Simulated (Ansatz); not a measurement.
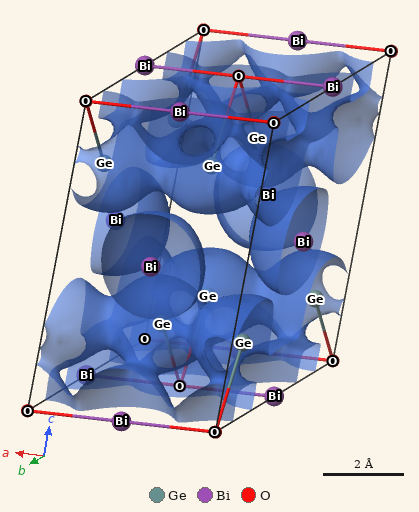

*Ge4Bi2O. Isosurface of the valence charge density (pseudo) at 0.2 e/Å³ (blue), seen at an oblique angle. Sticks mark near contacts.*

Space group C2/m; a generated structure, not necessarily the stable one.

The calculation used DFT PBE, scalar-relativistic, plane waves, PAW in Ansatz 0.2.0.

The density is the valence pseudo-density of a PAW calculation; it isn't the true density close to the nuclei.

### What does this surface tell about the bonding?

At this value the density is joined into sheets; it holds about 90 % of the electrons treated as valence (semicore included). It bridges the sampled Ge–O (2.44 Å) and Bi–O (2.56 Å) contacts, where the density stays above the isovalue. On the grid the lowest density along these lines, outside the cores, is 0.27 e/Å³ (Ge–O, 2.44 Å) and 0.28 e/Å³ (Bi–O, 2.56 Å).
